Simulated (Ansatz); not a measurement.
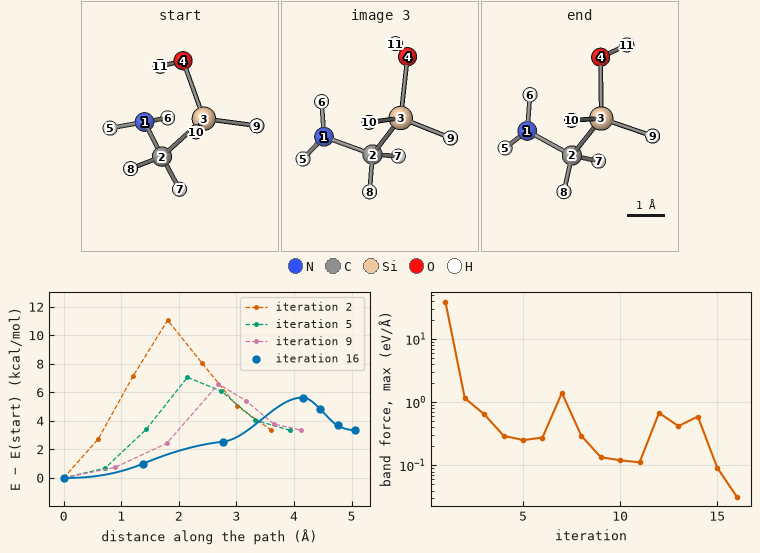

A search for the minimum-energy path of CH$_{7}$NOSi by the nudged elastic band. Images are numbered from 0 (start) to 6 (end). The plot follows the band through its iterations. Style: ball-and-stick. Shown from a free direction.

Level of theory: RKS PBE-D4/6-31G in Ansatz 0.2.0. Set-up: 5 movable images; climbing image; force threshold 0.05 eV/Å; iteration limit 60; starting path by straight interpolation.

How did the profile develop, and is the result final?

The run is converged, with reservations. The band converged in 16 iterations. The largest component of the band force went from 39 to 0.032 eV/Å. The climbing image converged on the top of the path. Its curvatures weren't checked. The straight starting path can push atoms close together and costs iterations. The first iteration put the highest image at 145.17 kcal/mol. Forward barrier 5.64 kcal/mol, backward barrier 2.29 kcal/mol, with image 3 at the top; the reaction energy is +3.35 kcal/mol.
